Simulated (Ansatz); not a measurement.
Si2NH8F: nudged elastic band

- system: Si2NH8F
- method: RKS PBE0-D4/def2-SVP (Ansatz 0.2.0)

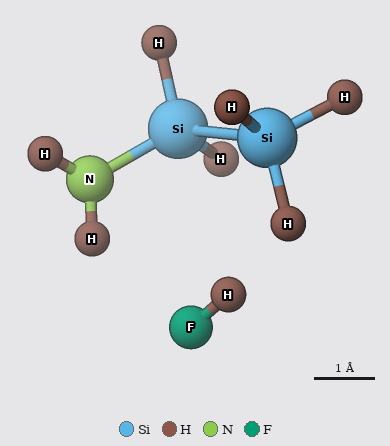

Figure 1. The input geometry (ball-and-stick view, seen at a tilt). Bond lengths as drawn: F–H 0.93 Å, H–N 1.01 Å, H–Si 1.49 to 1.51 Å, N–Si 1.72 Å and Si–Si 2.36 Å.

Input file:
```yaml
crystal:
  periodic: [false, false, false]
  atoms:
    - {symbol: Si, position_ang: [-0.688935, -0.208718, -0.989583]}
    - {symbol: Si, position_ang: [0.602007, -1.398510, 0.585805]}
    - {symbol: H, position_ang: [-0.584437, -0.935736, -2.283198]}
    - {symbol: H, position_ang: [-2.095798, -0.246525, -0.508505]}
    - {symbol: N, position_ang: [-0.200570, 1.416428, -1.251521]}
    - {symbol: H, position_ang: [0.084028, 0.899665, 1.967093]}
    - {symbol: F, position_ang: [-0.205392, 1.776323, 1.849674]}
    - {symbol: H, position_ang: [0.575617, -0.710476, 1.924996]}
    - {symbol: H, position_ang: [0.101933, -2.776293, 0.845240]}
    - {symbol: H, position_ang: [2.039538, -1.468114, 0.206649]}
    - {symbol: H, position_ang: [0.558556, 1.607044, -1.885231]}
    - {symbol: H, position_ang: [-0.186446, 2.044716, -0.461422]}
basis:
  gaussian: {orbitals: def2-SVP}
hamiltonian: {xc: pbe0, dispersion: d4}
neb:
  images: 5
  climbing: true
  max_iterations: 40
  initial_path: idpp
  final_atoms:
    - {symbol: Si, position_ang: [-1.375770, 0.673164, -1.041390]}
    - {symbol: Si, position_ang: [1.141679, -1.424454, 1.431499]}
    - {symbol: H, position_ang: [-1.276349, -0.465417, -1.979499]}
    - {symbol: H, position_ang: [-2.547680, 1.545705, -1.272765]}
    - {symbol: N, position_ang: [0.027218, 1.613759, -1.177577]}
    - {symbol: H, position_ang: [1.131865, -0.048657, 1.985936]}
    - {symbol: F, position_ang: [-1.600657, 0.020948, 0.411184]}
    - {symbol: H, position_ang: [2.390547, -2.111060, 1.855046]}
    - {symbol: H, position_ang: [-0.031447, -2.189148, 1.915469]}
    - {symbol: H, position_ang: [1.124789, -1.359768, -0.053771]}
    - {symbol: H, position_ang: [0.938409, 1.194642, -1.261699]}
    - {symbol: H, position_ang: [0.077496, 2.550085, -0.812431]}
```

Hardware: 4 threads of Arm Neoverse V2, 23 GiB of memory available, shared host.

Run as:
```bash
ansatz run in.yaml --threads 4 --pin off --events-out ev --progress --plain --max-ram 9574MiB
```

Log:
```
Functional definition: PBE0
  name "PBE0"
  cite "Adamo & Barone, J. Chem. Phys. 110, 6158 (1999) doi:10.1063/1.478522"
  cite "Perdew, Burke & Ernzerhof, Phys. Rev. Lett. 77, 3865 (1996) doi:10.1103/PhysRevLett.77.3865"
  parent pbe
  parameter a = 0.25
  parameter kappa = 0.804
  parameter beta = 0.06672455060314922
  exchange = (1 - a)*pbe_x(kappa = kappa, mu = beta*pi^2/3) + a*exact_x
  correlation = pbe_c(beta = beta)
1090 factors; integrals over basis functions are off by at most 4.6e-4 eV
mean field evaluation 1: about -20067.7222 eV, gradient 5.5e1 eV
mean field evaluation 2: about -20060.1298 eV, gradient 7.8e1 eV
mean field evaluation 4: about -20073.3095 eV, gradient 3.5e0 eV
mean field evaluation 8: about -20073.3385 eV, gradient 1.7e-2 eV
mean field -20073.33850458 eV, -737.6815838457 hartree, gradient 1.5e-5 eV, S^2 0.000000; 0 other end points of the search recorded, 0 dependent functions left out
the calculation of the forces begins
reference -20073.33853268 eV, -737.6815848786 hartree; 26, 26 occupied and 78, 78 virtual orbitals, 1090 factors
1084 factors; integrals over basis functions are off by at most 7.9e-4 eV
mean field evaluation 16: about -20069.4005 eV, gradient 5.3e1 eV
mean field -20074.71592322 eV, -737.7322030472 hartree, gradient 1.3e-5 eV, S^2 0.000000; 0 other end points of the search recorded, 0 dependent functions left out
[... from here on the field's lines of each further geometry are left out, up to the last ...]
WARN: NEB end point (image 0): max|allowed force component| = 2.917e-1 eV/Å (the criterion of neb.relax_end_points is 1.000e-2). That is over neb.f_tol: it is no minimum, so the barrier can be far off. Relax it first
WARN: NEB end point (image 6): max|allowed force component| = 8.884e-1 eV/Å (the criterion of neb.relax_end_points is 1.000e-2). That is over neb.f_tol: it is no minimum, so the barrier can be far off. Relax it first
NEB iter   1: max|band force component| = 4.956e0 eV/Å  barrier→ = 5.7336 eV  barrier← = 7.0919 eV  Δτ_max = 0.2000 Å  (185 SCF iters)
NEB iter   2: max|band force component| = 3.784e0 eV/Å  barrier→ = 4.4097 eV  barrier← = 5.7680 eV  Δτ_max = 0.2000 Å  (150 SCF iters)
NEB iter   3: max|band force component| = 1.661e1 eV/Å  barrier→ = 3.0038 eV  barrier← = 4.3620 eV  Δτ_max = 0.1023 Å  (151 SCF iters)
NEB iter   4: max|band force component| = 5.771e0 eV/Å  barrier→ = 2.3865 eV  barrier← = 3.7447 eV  Δτ_max = 0.2000 Å  (138 SCF iters)
NEB iter   5: max|band force component| = 3.369e0 eV/Å  barrier→ = 1.3916 eV  barrier← = 2.7498 eV  Δτ_max = 0.2000 Å  (132 SCF iters)
NEB iter   6: max|band force component| = 2.441e0 eV/Å  barrier→ = 0.9967 eV  barrier← = 2.3549 eV  Δτ_max = 0.2000 Å  (134 SCF iters)
NEB iter   7: max|band force component| = 1.057e0 eV/Å  barrier→ = 1.0957 eV  barrier← = 2.4539 eV  Δτ_max = 0.2000 Å  (130 SCF iters)
NEB iter   8: max|band force component| = 8.715e-1 eV/Å  barrier→ = 1.3515 eV  barrier← = 2.7097 eV  Δτ_max = 0.2000 Å  (131 SCF iters)
NEB iter   9: max|band force component| = 5.566e-1 eV/Å  barrier→ = 1.4803 eV  barrier← = 2.8385 eV  Δτ_max = 0.2000 Å  (130 SCF iters)
NEB iter  10: max|band force component| = 5.207e-1 eV/Å  barrier→ = 1.5453 eV  barrier← = 2.9035 eV  Δτ_max = 0.2000 Å  (130 SCF iters)
NEB iter  11: max|band force component| = 1.528e0 eV/Å  barrier→ = 1.4455 eV  barrier← = 2.8038 eV  Δτ_max = 0.1002 Å  (133 SCF iters)
NEB iter  12: max|band force component| = 2.352e0 eV/Å  barrier→ = 1.2257 eV  barrier← = 2.5839 eV  Δτ_max = 0.0501 Å  (125 SCF iters)
NEB iter  13: max|band force component| = 1.998e0 eV/Å  barrier→ = 1.0678 eV  barrier← = 2.4261 eV  Δτ_max = 0.1005 Å  (119 SCF iters)
NEB iter  14: max|band force component| = 1.506e0 eV/Å  barrier→ = 0.9330 eV  barrier← = 2.2913 eV  Δτ_max = 0.2000 Å  (125 SCF iters)
NEB iter  15: max|band force component| = 1.035e0 eV/Å  barrier→ = 0.4995 eV  barrier← = 1.8577 eV  Δτ_max = 0.1870 Å  (126 SCF iters)
NEB iter  16: max|band force component| = 4.400e-1 eV/Å  barrier→ = 0.2921 eV  barrier← = 1.6504 eV  CI = image 1  Δτ_max = 0.1994 Å  (124 SCF iters)
NEB iter  17: max|band force component| = 1.331e0 eV/Å  barrier→ = 0.5453 eV  barrier← = 1.9035 eV  CI = image 1  Δτ_max = 0.0996 Å  (127 SCF iters)
NEB iter  18: max|band force component| = 1.635e0 eV/Å  barrier→ = 0.6372 eV  barrier← = 1.9954 eV  CI = image 1  Δτ_max = 0.2000 Å  (120 SCF iters)
NEB iter  19: max|band force component| = 2.188e0 eV/Å  barrier→ = 1.0173 eV  barrier← = 2.3756 eV  CI = image 1  Δτ_max = 0.1967 Å  (126 SCF iters)
NEB iter  20: max|band force component| = 1.697e0 eV/Å  barrier→ = 1.2798 eV  barrier← = 2.6380 eV  CI = image 1  Δτ_max = 0.2000 Å  (127 SCF iters)
NEB iter  21: max|band force component| = 8.911e-1 eV/Å  barrier→ = 1.4951 eV  barrier← = 2.8534 eV  CI = image 1  Δτ_max = 0.1998 Å  (126 SCF iters)
NEB iter  22: max|band force component| = 7.776e-1 eV/Å  barrier→ = 1.3537 eV  barrier← = 2.7120 eV  CI = image 1  Δτ_max = 0.2000 Å  (125 SCF iters)
NEB iter  23: max|band force component| = 3.281e-1 eV/Å  barrier→ = 1.2735 eV  barrier← = 2.6318 eV  CI = image 1  Δτ_max = 0.1195 Å  (129 SCF iters)
NEB iter  24: max|band force component| = 2.388e-1 eV/Å  barrier→ = 1.2790 eV  barrier← = 2.6373 eV  CI = image 1  Δτ_max = 0.0895 Å  (121 SCF iters)
NEB iter  25: max|band force component| = 1.941e-1 eV/Å  barrier→ = 1.2659 eV  barrier← = 2.6241 eV  CI = image 1  Δτ_max = 0.0743 Å  (126 SCF iters)
NEB iter  26: max|band force component| = 1.561e-1 eV/Å  barrier→ = 1.2603 eV  barrier← = 2.6185 eV  CI = image 1  Δτ_max = 0.1001 Å  (120 SCF iters)
NEB iter  27: max|band force component| = 2.391e-1 eV/Å  barrier→ = 1.2612 eV  barrier← = 2.6195 eV  CI = image 1  Δτ_max = 0.0506 Å  (117 SCF iters)
NEB iter  28: max|band force component| = 1.370e-1 eV/Å  barrier→ = 1.2523 eV  barrier← = 2.6105 eV  CI = image 1  Δτ_max = 0.0451 Å  (124 SCF iters)
NEB iter  29: max|band force component| = 1.714e-1 eV/Å  barrier→ = 1.2506 eV  barrier← = 2.6088 eV  CI = image 1  Δτ_max = 0.0227 Å  (114 SCF iters)
NEB iter  30: max|band force component| = 1.378e-1 eV/Å  barrier→ = 1.2501 eV  barrier← = 2.6084 eV  CI = image 1  Δτ_max = 0.0223 Å  (111 SCF iters)
NEB iter  31: max|band force component| = 6.361e-2 eV/Å  barrier→ = 1.2501 eV  barrier← = 2.6083 eV  CI = image 1  Δτ_max = 0.0183 Å  (112 SCF iters)
the calculation of the forces begins
reference -20074.74169821 eV, -737.7331502605 hartree; 26, 26 occupied and 78, 78 virtual orbitals, 1087 factors
these checks for a lower state are left out or cut short: stability, starts, cluster_reference, orbital_swaps, neighbouring_geometries, increment
1090 factors; integrals over basis functions are off by at most 8.1e-4 eV
mean field -20072.14659359 eV, -737.6377819249 hartree, gradient 2.7e-6 eV, S^2 0.000000; 0 other end points of the search recorded, 0 dependent functions left out
the calculation of the forces begins
reference -20072.14662198 eV, -737.6377829682 hartree; 26, 26 occupied and 78, 78 virtual orbitals, 1090 factors
NEB iter  32: max|band force component| = 2.297e-2 eV/Å  barrier→ = 1.2500 eV  barrier← = 2.6083 eV  CI = image 1  CI's point: of a kind that is not told: the force calls were inconclusive, a negative curvature could not be distinguished from the path's own, the only one lies far off the path, or fixed occupations may fill a level only in part  Δτ_max = 0.0000 Å  (997 SCF iters)
```

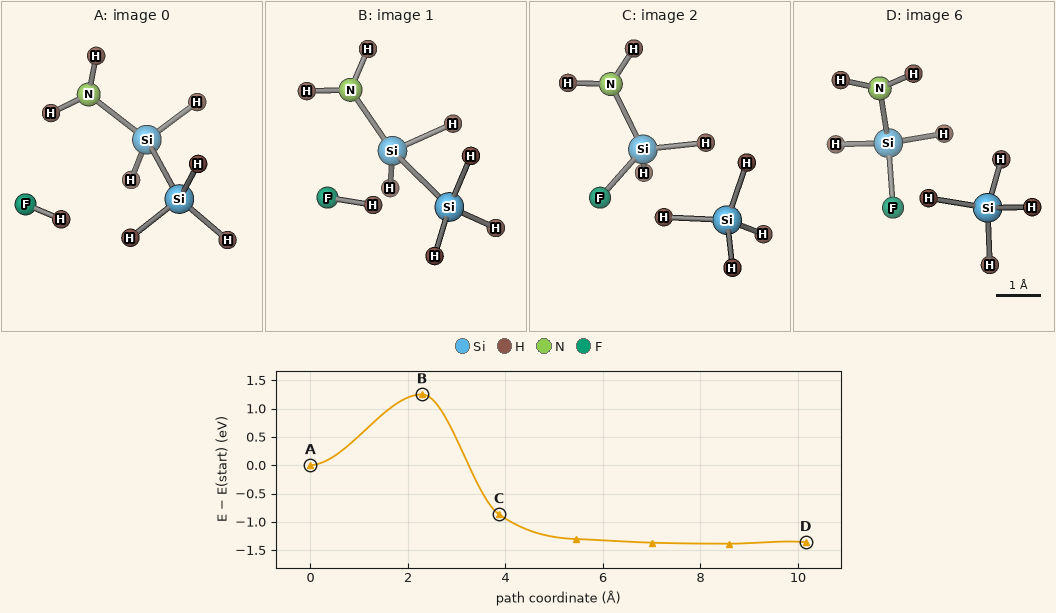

Figure 2. Images of the last band (counted from 0; ball-and-stick, seen at a tilt) above the energy along the path; the line is a cubic interpolation that uses the forces. The highest image is number 1, 1.250 eV above the start and 2.608 eV above the end (the climbing image); the end lies 1.358 eV below the start. The path is 10.16 Å long. The band converged in 32 iterations. The end points carry forces over 0.1 eV/Å, so they aren't fully relaxed minima and the barriers are approximate.

```
WARN: NEB end point (image 6): the path dips 0.027310 eV below it before the top, so the barrier from the dip is that much higher. The path crosses a lower well, or the end point is a saddle point, which neb.relax_end_points tests for
Total energy: -20072.28129547 eV, -737.6427321276 hartree
Atom 0 at    -0.677265     0.244642    -0.512569 Å, force    -0.001611    -0.006895     0.003872 eV/Å
Atom 1 at     0.708756    -1.355790     0.986962 Å, force     0.005214    -0.006754     0.016727 eV/Å
Atom 2 at    -0.208910    -0.834036    -1.462731 Å, force    -0.001389     0.002503     0.002508 eV/Å
Atom 3 at    -2.121315    -0.041242    -0.305362 Å, force     0.001377     0.001092     0.000514 eV/Å
Atom 4 at    -0.068536     1.629575    -1.295692 Å, force     0.006019     0.004273    -0.009349 eV/Å
Atom 5 at    -0.096463     0.266898     1.220915 Å, force    -0.000937     0.006603     0.001376 eV/Å
Atom 6 at    -0.689938     1.283692     1.160953 Å, force     0.001194    -0.008982    -0.002217 eV/Å
Atom 7 at     1.054956    -1.399878     2.447578 Å, force    -0.004117     0.004230    -0.011169 eV/Å
Atom 8 at    -0.138214    -2.544087     0.668568 Å, force    -0.003720    -0.000428    -0.002126 eV/Å
Atom 9 at     1.974184    -1.387548     0.196585 Å, force     0.000102     0.003916    -0.004239 eV/Å
Atom 10 at     0.360371     1.579823    -2.209625 Å, force     0.000500    -0.001417    -0.001446 eV/Å
Atom 11 at    -0.097524     2.557754    -0.895583 Å, force    -0.002632     0.001859     0.005549 eV/Å
Dipole moment:     0.155605     0.155353    -0.256353 e Å
```

The last band as extended XYZ (Å, eV, eV/Å):
```
12
Properties=species:S:1:pos:R:3:forces:R:3 image=0 energy=-20073.53129
Si   -0.6889   -0.2087   -0.9896   -0.0540  -0.1145   0.0964
Si    0.6020   -1.3985    0.5858   -0.0497   0.0398  -0.0210
H    -0.5844   -0.9357   -2.2832    0.0141  -0.0853  -0.1114
H    -2.0958   -0.2465   -0.5085   -0.1278  -0.0314   0.0618
N    -0.2006    1.4164   -1.2515   -0.0982   0.0695  -0.0831
H     0.0840    0.8997    1.9671   -0.0019   0.0646   0.0122
F    -0.2054    1.7763    1.8497    0.0046  -0.0873  -0.1206
H     0.5756   -0.7105    1.9250   -0.0208   0.0624   0.0734
H     0.1019   -2.7763    0.8452   -0.0395  -0.1453   0.0205
H     2.0395   -1.4681    0.2066    0.1414   0.0024  -0.0401
H     0.5586    1.6070   -1.8852    0.2297   0.0597  -0.1797
H    -0.1864    2.0447   -0.4614    0.0020   0.1654   0.2917
12
Properties=species:S:1:pos:R:3:forces:R:3 image=1 energy=-20072.28127
Si   -0.6773    0.2446   -0.5126   -0.0016  -0.0069   0.0039
Si    0.7088   -1.3558    0.9870    0.0052  -0.0068   0.0167
H    -0.2089   -0.8340   -1.4627   -0.0014   0.0025   0.0025
H    -2.1213   -0.0412   -0.3054    0.0014   0.0011   0.0005
N    -0.0685    1.6296   -1.2957    0.0060   0.0043  -0.0093
H    -0.0965    0.2669    1.2209   -0.0009   0.0066   0.0014
F    -0.6899    1.2837    1.1610    0.0012  -0.0090  -0.0022
H     1.0550   -1.3999    2.4476   -0.0041   0.0042  -0.0112
H    -0.1382   -2.5441    0.6686   -0.0037  -0.0004  -0.0021
H     1.9742   -1.3875    0.1966    0.0001   0.0039  -0.0042
H     0.3604    1.5798   -2.2096    0.0005  -0.0014  -0.0014
H    -0.0975    2.5578   -0.8956   -0.0026   0.0019   0.0055
12
Properties=species:S:1:pos:R:3:forces:R:3 image=2 energy=-20074.39742
Si   -0.9778    0.6143   -0.6357   -0.1516   0.1402  -0.0280
Si    0.8996   -1.5594    1.2711    0.0778  -0.0616   0.1403
H    -0.2308   -0.6389   -0.9775   -0.0227   0.0709   0.2185
H    -2.4148    0.2988   -0.8255   -0.1315   0.1425  -0.2158
N    -0.1991    1.8458   -1.5109   -0.0721   0.0904  -0.1022
H     0.2871   -0.2183    1.4552    0.1939  -0.2258   0.1055
F    -1.0022    1.1951    0.8973   -0.1174  -0.0392  -0.1267
H     1.3802   -1.9744    2.6147    0.1652  -0.2208   0.0764
H    -0.1115   -2.5360    0.7606    0.0215   0.0127   0.0578
H     2.0289   -1.4747    0.2958    0.0208  -0.0335   0.0410
H     0.5089    1.6615   -2.2066    0.0520   0.0174  -0.0299
H    -0.1686    2.7860   -1.1387   -0.0359   0.1067  -0.1368
12
Properties=species:S:1:pos:R:3:forces:R:3 image=3 energy=-20074.83419
Si   -1.1341    0.7514   -0.8236   -0.0049   0.0054  -0.0008
Si    1.0706   -1.7251    1.5063    0.0067  -0.0096   0.0087
H    -0.4249   -0.5505   -0.9437   -0.0089   0.0025   0.0008
H    -2.5255    0.7196   -1.3421   -0.0052   0.0181  -0.0128
N    -0.2249    1.9168   -1.6759   -0.0063  -0.0016  -0.0070
H     0.4452   -0.4409    1.9268    0.0075  -0.0066   0.0148
F    -1.2776    1.0594    0.7741   -0.0092  -0.0029  -0.0038
H     1.7444   -2.3662    2.6744    0.0155  -0.0134   0.0005
H     0.0263   -2.6472    0.9691    0.0027  -0.0030   0.0079
H     2.0844   -1.4629    0.4394   -0.0003  -0.0013   0.0018
H     0.7877    1.8885   -1.6780    0.0092   0.0078   0.0166
H    -0.5714    2.8568   -1.8268   -0.0068   0.0046  -0.0267
12
Properties=species:S:1:pos:R:3:forces:R:3 image=4 energy=-20074.89959
Si   -1.0997    0.5692   -1.0594    0.0024   0.0022  -0.0037
Si    1.0254   -1.5206    1.7175   -0.0052   0.0021   0.0043
H    -0.5047   -0.7032   -1.5425   -0.0031  -0.0036  -0.0142
H    -2.5329    0.7435   -1.4087   -0.0009   0.0041   0.0001
N    -0.2170    1.8757   -1.7105    0.0005  -0.0066   0.0014
H     0.5367   -0.5389    2.7239    0.0034  -0.0001   0.0192
F    -1.0504    0.4769    0.5755    0.0058  -0.0146  -0.0046
H     1.9983   -2.4481    2.3727    0.0072  -0.0041  -0.0102
H    -0.1038   -2.3236    1.1655   -0.0039   0.0082   0.0050
H     1.7283   -0.8140    0.6041   -0.0095   0.0115   0.0018
H     0.7951    1.8599   -1.7557    0.0009   0.0012  -0.0030
H    -0.5752    2.8230   -1.6824    0.0022  -0.0002   0.0039
12
Properties=species:S:1:pos:R:3:forces:R:3 image=5 energy=-20074.91684
Si   -1.2555    0.4459   -1.1732    0.0018   0.0010   0.0013
Si    1.0738   -1.2496    1.6718   -0.0015  -0.0009   0.0051
H    -0.8974   -0.8028   -1.8939    0.0000   0.0003  -0.0004
H    -2.5698    1.0164   -1.5662   -0.0002   0.0004   0.0008
N    -0.0473    1.6164   -1.4569   -0.0032  -0.0018  -0.0030
H     0.4357   -0.3637    2.6852   -0.0004   0.0008  -0.0014
F    -1.4174    0.0198    0.4012   -0.0015  -0.0011  -0.0003
H     2.2913   -1.8784    2.2708    0.0016   0.0009  -0.0013
H     0.1386   -2.3253    1.2379    0.0002  -0.0001  -0.0023
H     1.5050   -0.4433    0.4896    0.0003  -0.0001   0.0003
H     0.9362    1.3723   -1.4412    0.0011  -0.0004   0.0000
H    -0.1931    2.5920   -1.2251    0.0018   0.0010   0.0012
12
Properties=species:S:1:pos:R:3:forces:R:3 image=6 energy=-20074.88953
Si   -1.2953    0.3645   -1.2727    0.0119   0.2293  -0.7595
Si    1.2124   -1.1805    1.5869   -0.0394   0.0029  -0.0339
H    -0.7142   -0.6249   -2.2053    0.0426  -0.0948  -0.1143
H    -2.6011    0.9082   -1.7057   -0.1239   0.0544  -0.0571
N    -0.2087    1.6536   -1.1016    0.0144   0.0490  -0.0848
H     0.7197    0.0922    2.1682   -0.0497   0.1331   0.0576
F    -1.5904   -0.4413    0.0872   -0.1399  -0.4929   0.8884
H     2.5041   -1.5410    2.2287    0.1249  -0.0335   0.0677
H     0.2304   -2.2680    1.8071   -0.0978  -0.1100   0.0252
H     1.4487   -1.0007    0.1301    0.0258   0.0227  -0.1407
H     0.7825    1.5016   -1.0162    0.3113  -0.0378   0.0253
H    -0.4881    2.5360   -0.7067   -0.0801   0.2776   0.1259
```

Results in brief:

```json
{"quantity": "outcome", "value": "converged"}
{"quantity": "barrier, forward", "value": "1.250 eV"}
{"quantity": "barrier, backward", "value": "2.608 eV"}
{"quantity": "dipole moment (one image of the band)", "value": "1.62 D"}
{"quantity": "wall time", "value": "3.7 min (CPU time 14 min)"}
{"quantity": "peak memory", "value": "0.57 GiB"}
```
